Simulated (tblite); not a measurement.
# Geometry relaxation of GeBPH5 (part 1 of 3)

The run: geometry relaxation of GeBPH5, multiplicity 2, SMILES [BH][PH][GeH3]. Method and program: GFN1-xTB, U-SCC (tblite 0.8.0).

The geometry comes from this level: GFN2-xTB.

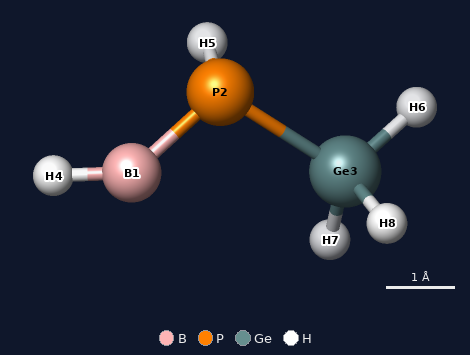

*The starting structure (ball-and-stick view, seen at a tilt; atoms are numbered from 1 in the order of the input). Sticks mark near contacts.*

Bond lengths as drawn: B–H 1.16 Å, B–P 1.78 Å, Ge–H 1.50 to 1.51 Å, Ge–P 2.30 Å and H–P 1.40 Å.

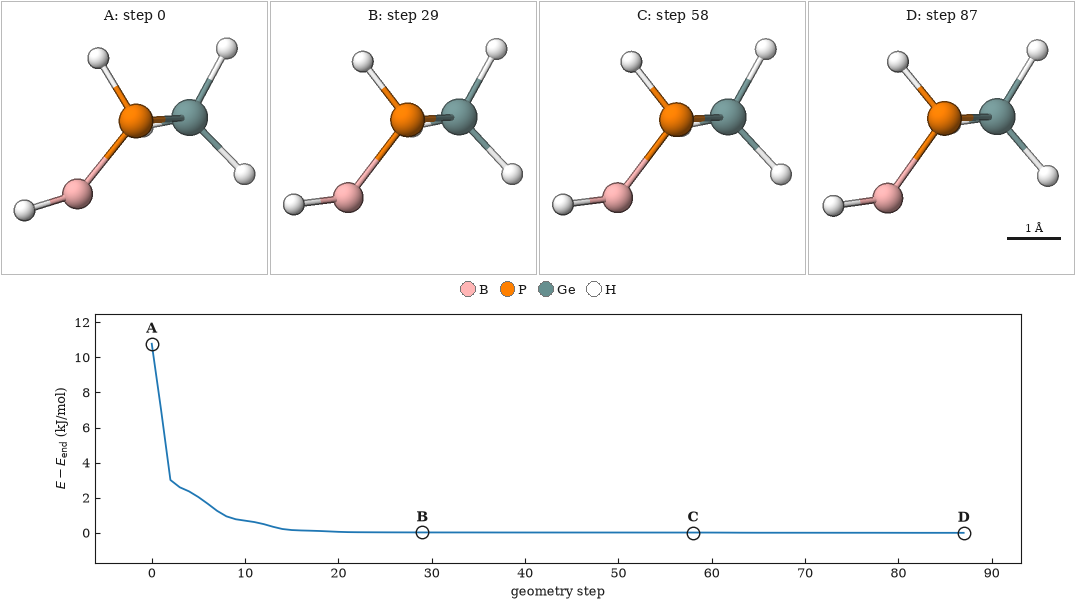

*Frames of the relaxation (ball-and-stick view, seen at a tilt) above the curves, on which the letters mark them (steps are counted from 0).*

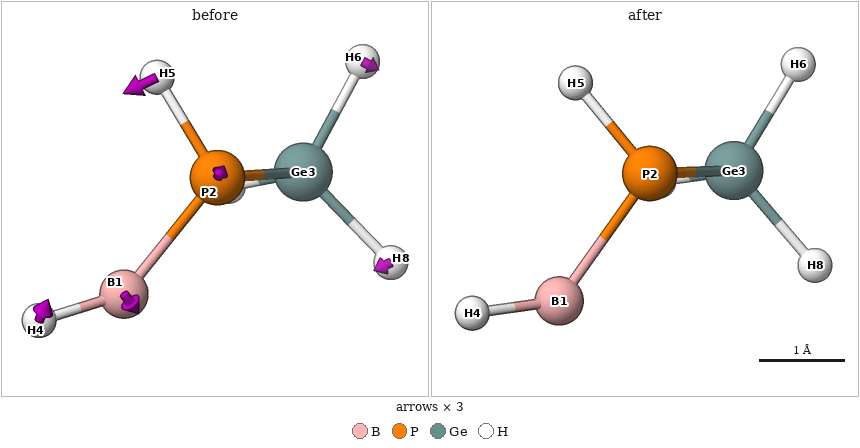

*Before (left) and after (right) the relaxation, at one scale (ball-and-stick view, seen at a tilt). The pink arrows give the displacements, magnified 3 times.*

Over 87 geometry steps the energy falls by 10.8 kJ/mol. Largest force component: 1.3 eV/Å at the start, 0.0014 eV/Å at the end. The atom that moves furthest after the best rigid fit is H5 (0.15 Å). Largest moves by element: H 0.15 Å, B 0.11 Å, P 0.07 Å, Ge 0.02 Å. Among the contacts that change: B1–P2 1.775 → 1.859 Å, B1–H4 1.156 → 1.192 Å, P2–Ge3 2.296 → 2.264 Å, Ge3–H7 1.508 → 1.487 Å. Among the angles that change: P2–B1–H4 138.7° → 126.1°, Ge3–P2–H5 96.2° → 101.3°, B1–P2–H5 110.0° → 105.0°. (Atoms are counted from 1 in the order of the input.)

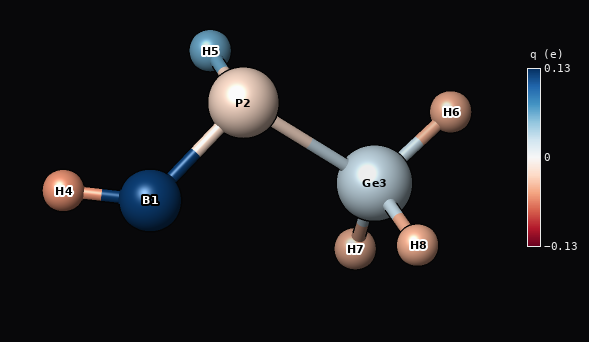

*Mulliken charges, as the colour of each atom (ball-and-stick view, seen at a tilt; atoms are numbered from 1 in the order of the input).*

By element: B +0.12, P −0.02, Ge +0.03 and H −0.06 to +0.06 e.

These pictures come from the run below.

### Input (run.py)
```python
import json
import numpy as np
from tblite.interface import Calculator
from tblite.interface import symbols_to_numbers
from scipy.optimize import minimize

symbols = list(map(str, np.loadtxt("molecule.xyz", skiprows=2, usecols=0, dtype=str, ndmin=1)))
numbers = np.array(symbols_to_numbers(symbols))
positions = np.loadtxt("molecule.xyz", skiprows=2, usecols=(1, 2, 3), ndmin=2) / 0.5291772

calc = Calculator("GFN1-xTB", numbers, positions, charge=0, uhf=1)
calc.set("verbosity", 0)
calc.set("accuracy", 0.01)
calc.add("spin-polarization", 1.0)
last, frames, energies, grads = [None], [], [], []

def fun(x):
    calc.update(x.reshape(-1, 3))
    last[0] = calc.singlepoint(last[0])
    return float(last[0].get('energy')), last[0].get('gradient').ravel()

def show(x):
    e, g = fun(x)
    frames.append(x.reshape(-1, 3).tolist())
    energies.append(e)
    grads.append(g.reshape(-1, 3).tolist())
    print(f"{len(energies) - 1:4d} {e:16.9f} {np.abs(g).max():12.3e} {np.linalg.norm(g):12.3e}")

print("step      energy/Eh       max grad     grad norm")
show(positions.ravel())
opt = minimize(fun, positions.ravel(), jac=True, method="BFGS", callback=show, options={"gtol": 3e-05, "maxiter": 500})
print("converged:", opt.success, "-", opt.message)
fun(opt.x)
res = last[0]
final = opt.x.reshape(-1, 3)
print("final geometry (angstrom)")
for s, p in zip(symbols, final * 0.529177210903):
    print(f"{s:<2} {p[0]:12.6f} {p[1]:12.6f} {p[2]:12.6f}")
print(f"E(total): {res.get('energy') * 627.5095:.8f} kcal/mol")
eps = np.atleast_2d(res.get("orbital-energies")) * 27.211386
occ = np.atleast_2d(res.get("orbital-occupations"))
filled = occ.sum(axis=0) if eps.shape[0] == 1 else occ[0]
homo = np.nonzero(filled > 0.5)[0].max()
print(f"HOMO {eps[0, homo]:.4f} eV")
if homo + 1 < eps.shape[1]:
    print(f"LUMO {eps[0, homo + 1]:.4f} eV, gap {eps[0, homo + 1] - eps[0, homo]:.4f} eV")
mu = res.get("dipole") * 2.541746
print(f"dipole: {np.linalg.norm(mu):.4f} D, components " + " ".join(f"{c:.4f}" for c in mu))
q = res.get("charges")
print("Charges:", " ".join(f"{s}{i + 1}={c:+.4f}" for i, (s, c) in enumerate(zip(symbols, q))))
out = {k: np.asarray(res.get(k)).tolist() for k in ("energy", "gradient", "charges", "dipole", "orbital-energies", "orbital-occupations")}
out.update(symbols=symbols, positions=(positions * 0.529177210903).tolist(), final=final.tolist(), frames=frames, step_energies=energies, grads=grads, success=bool(opt.success))
json.dump(out, open("results.json", "w"))
```

### File molecule.xyz
```
8
start geometry
B     -1.184220     0.318540    -1.662470
P     -0.231050     1.114170    -0.393720
Ge     0.333610    -0.515640     1.121660
H     -1.387870     0.431820    -2.794570
H      1.069980     1.354240    -0.851000
H      1.405770    -0.016940     2.050550
H      0.846320    -1.817220     0.559260
H     -0.852540    -0.868970     1.970290
```

Command:
```bash
python run.py
```

### Output
```
step      energy/Eh       max grad     grad norm
   0     -8.300719082    2.462e-02    4.176e-02
   1     -8.302155929    1.555e-02    2.822e-02
   2     -8.303676444    5.054e-03    1.009e-02
   3     -8.303834712    3.567e-03    7.732e-03
   4     -8.303924146    3.435e-03    7.101e-03
   5     -8.304047414    5.178e-03    7.678e-03
   6     -8.304192270    5.584e-03    9.023e-03
   7     -8.304345857    4.437e-03    9.147e-03
   8     -8.304465649    3.975e-03    6.874e-03
   9     -8.304528993    2.638e-03    4.385e-03
  10     -8.304559418    1.683e-03    3.936e-03
  11     -8.304589726    2.155e-03    4.477e-03
  12     -8.304634417    3.492e-03    5.289e-03
  13     -8.304692448    3.735e-03    5.379e-03
  14     -8.304740710    2.359e-03    4.079e-03
  15     -8.304763110    1.100e-03    2.563e-03
  16     -8.304772098    8.045e-04    1.840e-03
  17     -8.304777424    6.825e-04    1.726e-03
  18     -8.304783885    9.267e-04    1.953e-03
  19     -8.304792766    1.247e-03    2.270e-03
  20     -8.304802014    1.248e-03    2.101e-03
  21     -8.304807890    6.555e-04    1.367e-03
  22     -8.304810244    2.885e-04    8.318e-04
  23     -8.304811299    3.495e-04    7.137e-04
  24     -8.304812190    3.493e-04    6.841e-04
  25     -8.304813015    2.510e-04    5.844e-04
  26     -8.304813566    2.240e-04    4.666e-04
  27     -8.304813936    2.451e-04    4.447e-04
  28     -8.304814320    2.660e-04    4.752e-04
  29     -8.304814767    2.883e-04    4.541e-04
  30     -8.304815096    1.792e-04    3.027e-04
  31     -8.304815220    8.207e-05    1.668e-04
  32     -8.304815261    8.292e-05    1.502e-04
  33     -8.304815308    8.317e-05    1.783e-04
  34     -8.304815389    9.583e-05    2.291e-04
  35     -8.304815529    1.481e-04    2.894e-04
  36     -8.304815760    1.942e-04    3.452e-04
  37     -8.304816075    2.035e-04    3.525e-04
  38     -8.304816236    1.363e-04    2.559e-04
  39     -8.304816329    6.159e-05    1.444e-04
  40     -8.304816363    5.884e-05    1.291e-04
  41     -8.304816396    5.842e-05    1.457e-04
  42     -8.304816450    7.696e-05    1.747e-04
  43     -8.304816534    8.736e-05    1.986e-04
  44     -8.304816631    8.029e-05    1.805e-04
  45     -8.304816678    5.111e-05    1.206e-04
  46     -8.304816699    4.712e-05    8.276e-05
  47     -8.304816710    4.355e-05    8.595e-05
  48     -8.304816729    4.623e-05    1.110e-04
  49     -8.304816762    7.716e-05    1.520e-04
  50     -8.304816819    1.112e-04    2.034e-04
  51     -8.304816917    1.460e-04    2.598e-04
  52     -8.304817067    1.695e-04    3.028e-04
  53     -8.304817214    1.420e-04    2.713e-04
  54     -8.304817298    7.447e-05    1.815e-04
  55     -8.304817352    6.652e-05    1.287e-04
  56     -8.304817381    6.323e-05    1.479e-04
  57     -8.304817431    9.411e-05    1.918e-04
  58     -8.304817519    1.374e-04    2.518e-04
  59     -8.304817678    1.864e-04    3.284e-04
  60     -8.304817967    2.447e-04    4.259e-04
  61     -8.304818477    3.123e-04    5.450e-04
  62     -8.304819318    3.763e-04    6.655e-04
  63     -8.304820433    3.689e-04    6.800e-04
  64     -8.304820984    2.530e-04    4.916e-04
  65     -8.304821373    8.257e-05    1.922e-04
  66     -8.304821449    6.385e-05    1.224e-04
  67     -8.304821479    4.776e-05    1.142e-04
  68     -8.304821506    5.082e-05    1.209e-04
  69     -8.304821552    6.525e-05    1.371e-04
  70     -8.304821628    7.439e-05    1.572e-04
  71     -8.304821745    7.440e-05    1.691e-04
  72     -8.304821859    6.367e-05    1.506e-04
  73     -8.304821911    4.812e-05    1.215e-04
  74     -8.304821944    4.374e-05    1.123e-04
  75     -8.304821969    4.310e-05    1.194e-04
  76     -8.304822011    5.302e-05    1.362e-04
  77     -8.304822087    6.657e-05    1.625e-04
  78     -8.304822222    8.119e-05    1.986e-04
  79     -8.304822454    1.044e-04    2.421e-04
  80     -8.304822810    1.307e-04    2.795e-04
  81     -8.304823107    1.250e-04    2.660e-04
  82     -8.304823265    9.081e-05    2.080e-04
  83     -8.304823388    7.494e-05    1.336e-04
  84     -8.304823422    6.381e-05    1.214e-04
  85     -8.304823451    5.588e-05    1.142e-04
  86     -8.304823497    4.902e-05    9.704e-05
  87     -8.304823561    2.675e-05    6.204e-05
converged: True - Optimization terminated successfully.
final geometry (angstrom)
B     -1.252866     0.249544    -1.602709
P     -0.181100     1.107623    -0.349495
Ge     0.351730    -0.516324     1.134746
H     -1.340049     0.525204    -2.759584
H      1.044589     1.302235    -0.993286
H      1.355123    -0.013573     2.106627
H      0.896287    -1.780760     0.572337
H     -0.873715    -0.873949     1.891365
E(total): -5211.35568008 kcal/mol
HOMO -9.7682 eV
LUMO -8.5614 eV, gap 1.2069 eV
dipole: 1.2744 D, components 0.7850 0.3923 -0.9240
Charges: B1=+0.1232 P2=-0.0237 Ge3=+0.0281 H4=-0.0573 H5=+0.0629 H6=-0.0453 H7=-0.0427 H8=-0.0452
```

### Trajectory as extended XYZ (Å, eV, eV/Å), 57 of the 88 frames kept, from step=0 to step=87
```
8
Properties=species:S:1:pos:R:3:forces:R:3 step=0 energy=-225.87407
B    -1.1842    0.3185   -1.6625   -0.7013  -0.8838  -0.2405
P    -0.2311    1.1142   -0.3937    0.8986   0.2859   1.2662
Ge    0.3336   -0.5156    1.1217   -0.0517  -0.0439   0.0638
H    -1.3879    0.4318   -2.7946   -0.0486   0.1999  -0.6456
H     1.0700    1.3542   -0.8510    0.0618   0.1182  -0.1272
H     1.4058   -0.0169    2.0505   -0.2180  -0.0535  -0.2256
H     0.8463   -1.8172    0.5593   -0.1228   0.3047   0.0861
H    -0.8525   -0.8690    1.9703    0.1819   0.0724  -0.1771
8
Properties=species:S:1:pos:R:3:forces:R:3 step=2 energy=-225.95455
B    -1.2060    0.2883   -1.6625   -0.0893  -0.2361   0.2599
P    -0.2046    1.1211   -0.3538   -0.0501  -0.0766   0.0657
Ge    0.3325   -0.5177    1.1243    0.0365  -0.0466   0.0441
H    -1.3885    0.4405   -2.8193    0.1163   0.1672  -0.1033
H     1.0736    1.3588   -0.8567    0.0957   0.0630  -0.1338
H     1.3975   -0.0190    2.0421   -0.0845  -0.0215  -0.0765
H     0.8416   -1.8058    0.5624   -0.0542   0.1132   0.0146
H    -0.8461   -0.8662    1.9636    0.0297   0.0373  -0.0706
8
Properties=species:S:1:pos:R:3:forces:R:3 step=3 energy=-225.95885
B    -1.2103    0.2807   -1.6591   -0.0379  -0.1405   0.1834
P    -0.2013    1.1211   -0.3471   -0.1119  -0.0907  -0.0846
Ge    0.3328   -0.5187    1.1252    0.0306  -0.0262   0.0269
H    -1.3871    0.4440   -2.8244    0.1467   0.1396   0.0719
H     1.0754    1.3603   -0.8593    0.0507   0.0438  -0.1148
H     1.3951   -0.0196    2.0399   -0.0392  -0.0069  -0.0315
H     0.8402   -1.8026    0.5631   -0.0314   0.0542  -0.0089
H    -0.8447   -0.8652    1.9617   -0.0077   0.0267  -0.0425
8
Properties=species:S:1:pos:R:3:forces:R:3 step=5 energy=-225.96464
B    -1.2172    0.2661   -1.6489   -0.0228  -0.0495  -0.0306
P    -0.2021    1.1171   -0.3442   -0.0073  -0.0619  -0.1443
Ge    0.3341   -0.5204    1.1272   -0.0238   0.0403  -0.0253
H    -1.3781    0.4541   -2.8241    0.1521   0.0787   0.2662
H     1.0785    1.3638   -0.8674   -0.0949   0.0029  -0.0606
H     1.3914   -0.0203    2.0366    0.0420   0.0236   0.0437
H     0.8375   -1.7973    0.5630    0.0090  -0.0445  -0.0464
H    -0.8441   -0.8631    1.9579   -0.0543   0.0104  -0.0029
8
Properties=species:S:1:pos:R:3:forces:R:3 step=6 energy=-225.96858
B    -1.2217    0.2555   -1.6414   -0.0257  -0.0233  -0.1410
P    -0.2045    1.1123   -0.3472    0.1026  -0.0251  -0.0896
Ge    0.3348   -0.5208    1.1281   -0.0555   0.0748  -0.0534
H    -1.3682    0.4631   -2.8174    0.1242   0.0404   0.2871
H     1.0790    1.3663   -0.8745   -0.1810  -0.0228  -0.0328
H     1.3898   -0.0203    2.0353    0.0776   0.0374   0.0761
H     0.8358   -1.7947    0.5618    0.0269  -0.0854  -0.0588
H    -0.8450   -0.8614    1.9552   -0.0690   0.0040   0.0125
8
Properties=species:S:1:pos:R:3:forces:R:3 step=8 energy=-225.97602
B    -1.2296    0.2357   -1.6308    0.0062  -0.0176  -0.1161
P    -0.2068    1.1017   -0.3578    0.1685   0.0427   0.0879
Ge    0.3344   -0.5189    1.1277   -0.0297   0.0492  -0.0367
H    -1.3442    0.4817   -2.7934    0.0268   0.0083   0.0650
H     1.0725    1.3699   -0.8898   -0.2044  -0.0506  -0.0385
H     1.3899   -0.0188    2.0361    0.0620   0.0259   0.0659
H     0.8337   -1.7934    0.5573    0.0225  -0.0656  -0.0346
H    -0.8498   -0.8579    1.9507   -0.0519   0.0077   0.0070
8
Properties=species:S:1:pos:R:3:forces:R:3 step=9 energy=-225.97775
B    -1.2311    0.2309   -1.6302    0.0477  -0.0079  -0.0087
P    -0.2047    1.0997   -0.3592    0.0672   0.0406   0.0984
Ge    0.3337   -0.5175    1.1269    0.0132   0.0030   0.0011
H    -1.3380    0.4863   -2.7864    0.0015   0.0175  -0.0458
H     1.0673    1.3698   -0.8941   -0.1356  -0.0452  -0.0664
H     1.3910   -0.0180    2.0375    0.0300   0.0081   0.0407
H     0.8337   -1.7943    0.5556    0.0091  -0.0304  -0.0133
H    -0.8519   -0.8569    1.9498   -0.0330   0.0143  -0.0060
8
Properties=species:S:1:pos:R:3:forces:R:3 step=11 energy=-225.97940
B    -1.2304    0.2266   -1.6297    0.0896   0.0304   0.0636
P    -0.2009    1.1001   -0.3555   -0.1108   0.0193   0.0470
Ge    0.3341   -0.5168    1.1268    0.0546  -0.0503   0.0502
H    -1.3333    0.4907   -2.7837   -0.0002   0.0179  -0.0623
H     1.0584    1.3680   -0.9005   -0.0204  -0.0274  -0.1008
H     1.3928   -0.0172    2.0400   -0.0040  -0.0153   0.0156
H     0.8338   -1.7959    0.5539   -0.0039   0.0044   0.0091
H    -0.8546   -0.8555    1.9487   -0.0049   0.0211  -0.0224
```
